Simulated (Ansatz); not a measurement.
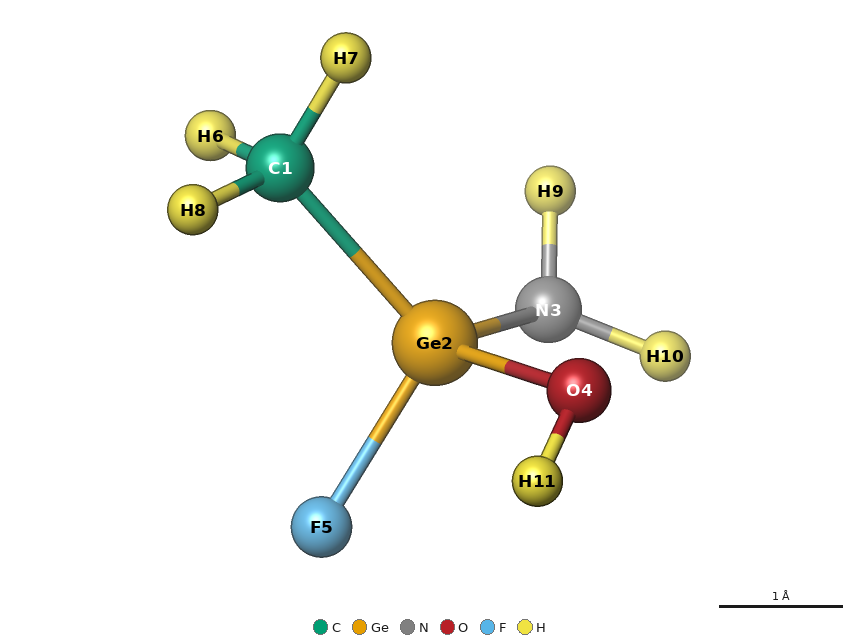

Orthographic view. Distant atoms are faded towards the background colour. The computed structure is the end point of a PBE-D4/def2-SVP optimisation. No frequency run is at hand to confirm it as a minimum.

Write the connection table.

C1: Ge2, H6, H7, H8
Ge2: C1, N3, O4, F5
N3: Ge2, H9, H10
O4: Ge2, H11
F5: Ge2
H6: C1
H7: C1
H8: C1
H9: N3
H10: N3
H11: O4
